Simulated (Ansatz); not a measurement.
# Gap against strain: Sn wire along [110], 6 atoms a period, H-terminated

How it was computed: Ansatz 0.2.0, plane waves with PAW datasets, PBE, Fermi-Dirac smearing of 0.05 eV, no spin-orbit coupling. The period is scaled from its relaxed value of 4.705 Å and the atoms relax, within the symmetry of the start, at each strain ε (in %); gaps, in eV, are read on a band path.

| period (Å) | energy (eV a cell) | place of the conduction minimum (Γ = 0, Z = 1) | ε | gap |
| --- | --- | --- | --- | --- |
| 4.517 | +0.088 | 0.00 | −4 | 1.619 |
| 4.611 | +0.022 | 0.00 | −2 | 1.608 |
| 4.705 | 0.000 | 0.00 | 0 | 1.569 |
| 4.893 | +0.077 | 0.00 | 4 | 1.443 |
| 4.987 | +0.168 | 0.00 | 6 | 1.362 |

One run is withheld: period (Å) = 4.799, with ε = 2. Fit a straight line gap = a + b × ε to the 5 rows shown and predict it.

**Fit.** The means are 0.8 for ε and 1.52 for gap. The sum of products of deviations is −1.831 and the sum of squares in ε is 68.8, so b = −1.831 / 68.8 = −0.02661 and a = 1.52 − (−0.02661) × 0.8 = 1.541. The residuals' standard deviation, with 3 degrees of freedom, is σ = 0.027.

**Prediction.** gap = 1.541 + (−0.02661) × 2 = 1.488. The run gave 1.512, so the prediction less the run is −0.024. The standard error of a prediction there, σ√(1 + 1/5 + (2 − 0.8)²/68.8), is 0.03, and the miss is 0.8 times that, for a point between the fitted rows. With so few rows σ is itself uncertain.

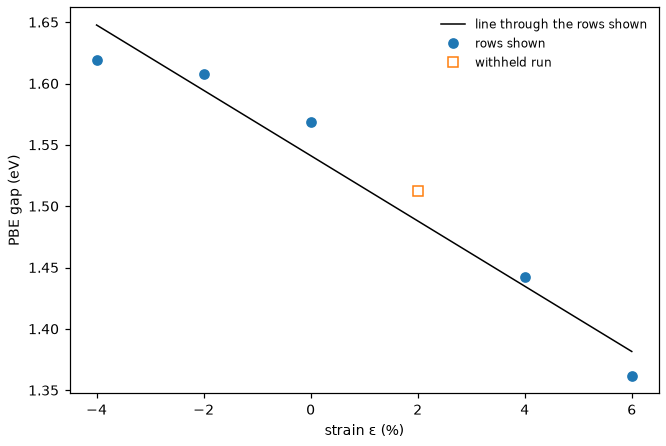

The fitted line, the rows shown and the withheld run.

The gap narrows at every step from compression to tension.

**Limits.** Kohn-Sham gaps of a wire among periodic images, which in a check on one flat ribbon (7 Å apart) lowered the gap by 0.2 eV and flattened the slope; the slope b × 100 is a mean deformation potential of the gap, in eV per unit strain. Between neighbouring runs it lies between −4.0 and −0.5 eV, so a bend, a kink or scatter between runs makes one line a rough account. The unstrained row comes from a denser mesh than the others, which shifts its energy a little. Series of this kind are told only where this holds: a gap at every strain (compound wires with polar facets were set aside first). 88 of 101 did.
